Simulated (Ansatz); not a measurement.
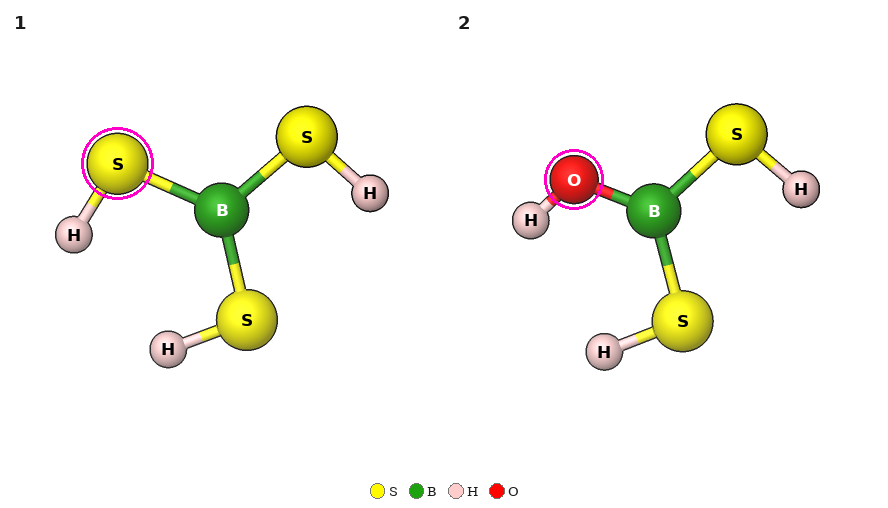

2 molecules with one skeleton, seen from the same side and at one scale; the atom that differs is circled. Each species is neutral and a spin singlet. Computed geometries: PBE0-D4/def2-TZVP optimisations, one conformation each. Properties computed with Ansatz 0.2.0.

One atom differs, called X below: S in panel 1, O in panel 2. Their formulas are BH3S3 (`SB(S)S`), BH3OS2 (`OB(S)S`).

> In which is the angle B–X–H larger (PBE0-D4/def2-TZVP)?

In panel 2 (X = O).

> In which is the dipole moment larger (ωB97M-V/def2-TZVPP)?

In panel 2 (X = O).

Give the values. With PBE0-D4/def2-TZVP: length of X–B (Å), length of X–H (Å), angle B–X–H (°). With ωB97M-V/def2-TZVPP: dipole moment (D), HOMO energy (Kohn–Sham orbital) (eV), HOMO–LUMO gap (eV).

```
                            quantity  1 (S)  2 (O)   2 − 1
                   length of X–B (Å)  1.803  1.356  −0.447
                   length of X–H (Å)  1.341  0.959  −0.382
                     angle B–X–H (°)   97.7  115.1   +17.4
                   dipole moment (D)   1.57   2.24   +0.67
HOMO energy (Kohn–Sham orbital) (eV)  −9.68  −9.57   +0.11
                  HOMO–LUMO gap (eV)  10.89  11.04   +0.15
```
